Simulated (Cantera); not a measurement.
Feed: 1 mol AlN, 54 mol H2, at 390 Torr.

Cantera equilibrium calculation (NASA polynomials, part measured and part estimated; ideal gas, pure solids and liquids). Candidate condensed phases: Al, AlN; 13 gas species. Equilibrium is a limit: real reactors are often held back by kinetics, nucleation or transport.

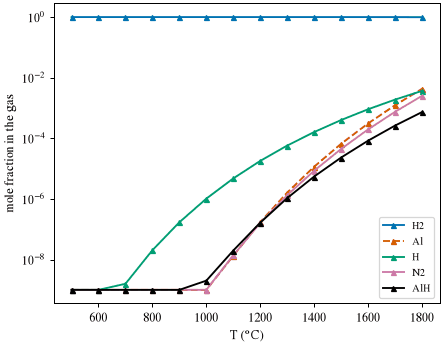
Figure: Equilibrium gas composition (values under 1e-9 drawn at 1e-9)

From 502 °C to 1802 °C the condensed part is AlN(s).
